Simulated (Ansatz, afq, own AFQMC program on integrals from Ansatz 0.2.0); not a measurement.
# ZrC (singlet): quantum Monte Carlo beside coupled cluster at distance Zr1–C2 = 4.715 Å, def2-SVP, part 2 of 2

Ansatz 0.2.0, Gaussian basis, and an in-house AFQMC program (afq) on its integrals; all values are calculated; def2-SVP, frozen cores.

## 10. CCSD(T) on UHF

in.yaml reads:

```yaml
crystal:
  periodic: [false, false, false]
  atoms:
    - {symbol: Zr, position_ang: [0.000000, 0.000000, 0.000000]}
    - {symbol: C, position_ang: [0.000000, 0.000000, 4.715000]}
basis:
  gaussian: {orbitals: def2-SVP}
magnetization: {spin_polarized: true, initial_magnetization: 0}
correlation: {method: ccsd_t, electrons: outside_noble_gas, hamiltonian_folder: ham}
```

Started as:

```
$ ansatz run in.yaml --threads 1 --pin off --events-out ev --progress --plain --max-ram 1382MiB
```

The log of the run (excerpt; [...] marks lines left out):

```text
Functional definition: HF
  name "HF"
  cite "Fock, Z. Phys. 61, 126 (1930) doi:10.1007/BF01340294"
  parent pbe
[...]
474 factors; integrals over basis functions are off by at most 5.2e-4 eV
[...]
mean field -2287.85895407 eV, -84.0772657957 hartree, gradient 7.0e-10 eV, S^2 2.027896; 80 other end points of the search recorded, 0 dependent functions left out
determinant -2287.85895407 eV, -84.0772657957 hartree, with singles and doubles -2291.03771707 eV, -84.1940831813 hartree
determinant -2287.85643798 eV, -84.0771733311 hartree, with singles and doubles -2291.03462203 eV, -84.1939694405 hartree
determinant -2287.83959407 eV, -84.0765543285 hartree, with singles and doubles -2291.02215890 eV, -84.1935114291 hartree
determinant -2287.83812904 eV, -84.0765004900 hartree, with singles and doubles -2291.02067193 eV, -84.1934567838 hartree
[...]
determinant -2287.29806030 eV, -84.0566533298 hartree, with singles and doubles -2290.52584559 eV, -84.1752722511 hartree
determinant -2287.28844214 eV, -84.0562998690 hartree, with singles and doubles -2290.52114797 eV, -84.1750996170 hartree
determinant -2287.28072694 eV, -84.0560163406 hartree, with singles and doubles -2290.51259614 eV, -84.1747853431 hartree
determinant -2283.64647260 eV, -83.9224599570 hartree, with singles and doubles -2288.19261606 eV, -84.0895276477 hartree
5 core orbitals not correlated: weight in the atoms' cores, before any rotation towards them, 0.999 or more for the frozen orbitals, at most 0.000 for the correlated occupied ones
reference -2287.85895407 eV, -84.0772657957 hartree; 4, 4 occupied and 36, 36 virtual orbitals, 474 factors
second order -2.32245932 eV of doubles, -0.00000000 eV of singles
cycle   1  -3.17923795 eV  change    1.3e-6 eV  update   5.8e-6
perturbative correction -0.07564975 eV, -0.0027800771 hartree
Total energy: -2291.11384178 eV, -84.1968807127 hartree
```

Wall time 44 s (1 thread of Arm Neoverse V2, shared host).

From the report: ⟨S²⟩ of the determinant 2.028 (pure singlet: 0.00); correlation -3.2549 eV; T1 0.018; largest double amplitude 0.09. The determinant is far from a pure spin state, so its energy mixes those of several spin states (harmless only where they are near-degenerate, as at dissociation).

This run also writes the integrals to the folder ham.

## 11. CCSDT(Q) on UHF

in.yaml, as its differences from that of step 10:

```diff
@@ -8,2 +8,2 @@
 magnetization: {spin_polarized: true, initial_magnetization: 0}
-correlation: {method: ccsd_t, electrons: outside_noble_gas, hamiltonian_folder: ham}
+correlation: {method: ccsdt_q, electrons: outside_noble_gas}
```

Launched as before.

The log of the run (excerpt; [...] marks lines left out):

```text
Functional definition: HF
  name "HF"
  cite "Fock, Z. Phys. 61, 126 (1930) doi:10.1007/BF01340294"
  parent pbe
[...]
762 factors; integrals over basis functions are off by at most 9.3e-8 eV
[...]
mean field -2287.85898309 eV, -84.0772668622 hartree, gradient 2.4e-6 eV, S^2 2.027906; 103 other end points of the search recorded, 0 dependent functions left out
determinant -2287.85898309 eV, -84.0772668622 hartree, with singles and doubles -2291.03777426 eV, -84.1940852827 hartree
determinant -2287.85646709 eV, -84.0771744008 hartree, with singles and doubles -2291.03468001 eV, -84.1939715712 hartree
determinant -2287.85568722 eV, -84.0771457412 hartree, with singles and doubles -2291.03368118 eV, -84.1939348651 hartree
determinant -2287.83961848 eV, -84.0765552257 hartree, with singles and doubles -2291.02221891 eV, -84.1935136345 hartree
[...]
determinant -2287.29810772 eV, -84.0566550723 hartree, with singles and doubles -2290.52590215 eV, -84.1752743298 hartree
determinant -2287.28846576 eV, -84.0563007370 hartree, with singles and doubles -2290.52119815 eV, -84.1751014610 hartree
determinant -2287.28074997 eV, -84.0560171867 hartree, with singles and doubles -2290.51262899 eV, -84.1747865500 hartree
determinant -2283.64649890 eV, -83.9224609233 hartree, with singles and doubles -2288.19264615 eV, -84.0895287532 hartree
5 core orbitals not correlated: weight in the atoms' cores, before any rotation towards them, 0.999 or more for the frozen orbitals, at most 0.000 for the correlated occupied ones
reference -2287.85898309 eV, -84.0772668622 hartree; 4, 4 occupied and 36, 36 virtual orbitals, 762 factors
second order -2.32248763 eV of doubles, -0.00000000 eV of singles
cycle   1  -2.87219053 eV  change   -5.5e-1 eV  update   8.1e-2
[...]
cycle  57  -3.29190634 eV  change    9.6e-8 eV  update   8.2e-7
perturbative correction -0.00230020 eV, -0.0000845308 hartree
Total energy: -2291.15318963 eV, -84.1983267196 hartree
```

Wall time 97 s (1 thread of Arm Neoverse V2, shared host); peak memory 0.27 GiB.

From the report: ⟨S²⟩ of the determinant 2.028 (pure singlet: 0.00); correlation -3.2942 eV; T1 0.019; largest double amplitude 0.09. The determinant is far from a pure spin state, so its energy mixes those of several spin states (harmless only where they are near-degenerate, as at dissociation).

## 12. Phaseless AFQMC, CISD trial on UHF

It reads the integrals that the CCSD(T) run on this determinant wrote.

Started as:

```
$ afq ham --method phaseless --trial cisd --walkers 60 --populations 1 --least-time 40 --time-step 0.005 --steps-per-block 50 --equilibration-blocks 40 --max-blocks 300 --target-error 0.00068 --factor-cut 1e-05 --start spin_pure --seed 9294 --release-times 0.24,0.6,1.2,2,3,4.2 --release-step 0.04 --release-every 4 --taylor-order 6
```

The log of the run:

```text
orbitals 40  electrons 4 4  factors 279 of 474
reference energy -84.07726580 Eh
CCSD correlation -0.11683466 Eh in 19 cycles, weight of the determinant in the CISD state 0.8808
energy of the start -84.193691 Eh
 block  time / (1/Eh)  mean weight  energy / Eh
     1     0.250  0.9990  -84.193253
     2     0.500  1.0003  -84.193475
     3     0.750  1.0002  -84.193991
     4     1.000  0.9992  -84.195287
     5     1.250  1.0001  -84.196055
     6     1.500  1.0006  -84.196175
     7     1.750  0.9985  -84.197368
     8     2.000  0.9997  -84.196537
     9     2.250  1.0000  -84.196726
    10     2.500  0.9997  -84.197274
    11     2.750  0.9989  -84.195798
    16     4.000  0.9999  -84.194310
    21     5.250  1.0002  -84.195400
    26     6.500  1.0014  -84.199231
    31     7.750  0.9992  -84.197194
    36     9.000  1.0006  -84.197424
    41    10.250  1.0027  -84.197246
    46    11.500  1.0000  -84.194983
    51    12.750  1.0000  -84.196821
    56    14.000  0.9991  -84.199436
    61    15.250  1.0006  -84.197767
    66    16.500  0.9990  -84.193806
    71    17.750  0.9992  -84.195841
    76    19.000  1.0022  -84.195203
    81    20.250  1.0018  -84.194807
    86    21.500  1.0014  -84.195499
    91    22.750  0.9999  -84.197747
    96    24.000  1.0002  -84.197004
   101    25.250  0.9984  -84.198617
   106    26.500  1.0016  -84.198487
   111    27.750  0.9950  -84.189505
   116    29.000  0.9991  -84.194376
   121    30.250  0.9993  -84.195392
   126    31.500  0.9997  -84.196414
   131    32.750  1.0004  -84.194511
   136    34.000  1.0003  -84.196183
   141    35.250  0.9963  -84.195957
   146    36.500  0.9862  -84.196531
   151    37.750  1.0023  -84.193060
   156    39.000  0.9990  -84.199560
   161    40.250  1.0002  -84.196785
   166    41.500  0.9995  -84.196593
   171    42.750  1.0012  -84.193512
   176    44.000  1.0026  -84.194326
   181    45.250  1.0011  -84.196738
   186    46.500  1.0004  -84.197725
   191    47.750  1.0010  -84.196487
   196    49.000  0.9864  -84.201004
blocks merged  error / Eh  count
     1  0.000177  160
     2  0.000216  80
     4  0.000238  40
     8  0.000210  20
    16  0.000186  10
released: time / (1/Eh)  energy / Eh  error  mean overlap
  0.24  -84.196596  0.000355  0.9976
  0.60  -84.197980  0.000541  0.9857
  1.20  -84.198145  0.000580  0.9915
  2.00  -84.198019  0.000722  1.0439
  3.00  -84.197719  0.001215  0.9495
  4.20  -84.200722  0.002421  0.9760
energy -84.196263 +/- 0.000238 Eh
```

Wall time 3.5 min (1 thread of Arm Neoverse V2, shared host).

Energy -2291.0970 ± 0.0065 eV. Caveats: constraint bias not in the error.

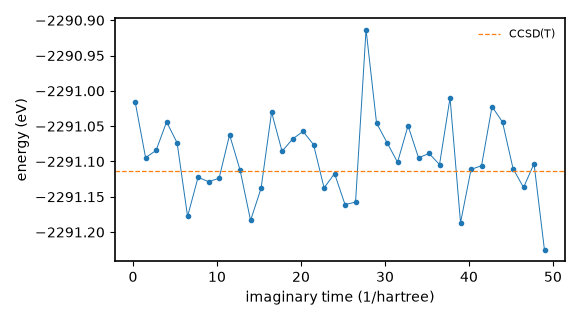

Block energies along the walk.

## 13. All levels side by side

On the UHF determinant, counted from CCSDT(Q) (a yardstick, not exact):

```csv
level,energy (eV),from CCSDT(Q) (meV),statistical error (meV),time
HF,-2287.8590,+3294.2,,
MP2,-2290.1814,+971.8,,
CCSD,-2291.0382,+115.0,,
CCSD(T),-2291.1138,+39.3,,
CCSDT(Q),-2291.1532,0.0,,
"Phaseless AFQMC, CISD trial, step 0.005, 60 walkers",-2291.0970,+56.2,6.5,3.5 min
```

The functionals' totals stand on their own zeros and serve differences with other points: PBE -2303.474 eV; r2SCAN -2304.793 eV; PBE0 -2303.080 eV; B3LYP -2305.471 eV; B2PLYP -2299.571 eV.

## 14. What came out

The summary covers parts 1 to 2.

```
                                        quantity            value
                    CCSD(T) on UHF from CCSDT(Q)        +39.3 meV
Phaseless AFQMC, CISD trial on UHF from CCSDT(Q)  +56.2 ± 6.5 meV
```

On UHF the phaseless walk with the CISD trial lies +56.2 meV from CCSDT(Q), 9 times its error bar. Error bars are statistical and leave out the constraint, the time step and what remains of the start. Zr carries a core potential, and spin-orbit coupling is left out.
